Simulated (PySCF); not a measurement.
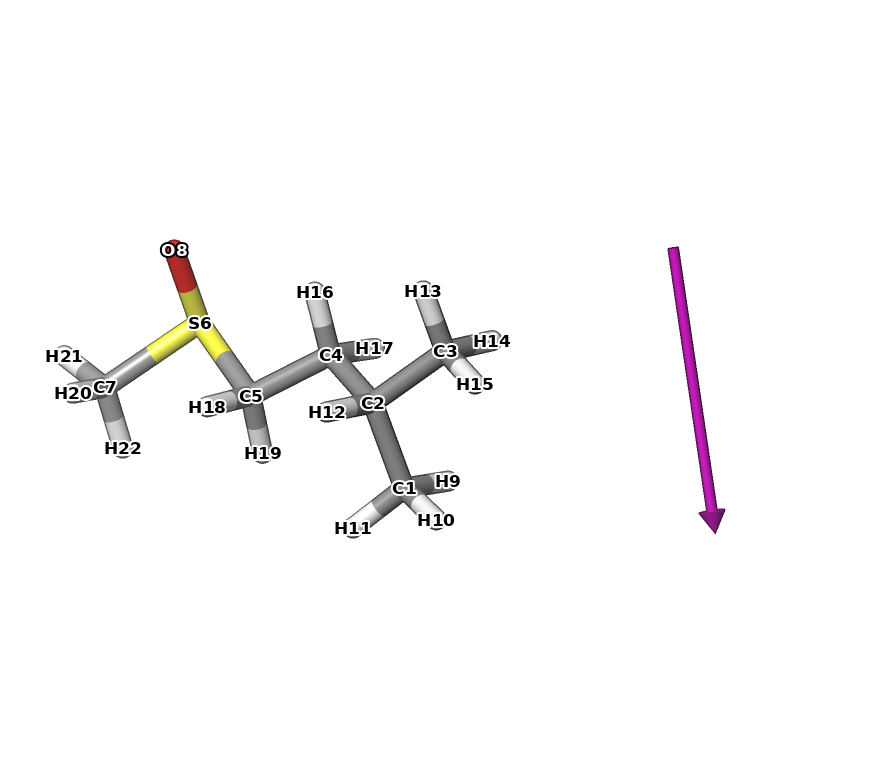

The arrow beside the molecule shows the direction of the dipole moment, from the negative to the positive end (its length means nothing). The geometry was computed by an optimisation with GFN2-xTB. No frequency run is at hand to confirm it as a minimum. Method: PBE0/pcSseg-1, gas phase (PySCF 2.14.0).

### Estimate the dipole moment.

3.63 D; it points from the side of O8 to the side of H10, H11 (the outermost atoms at the two ends).
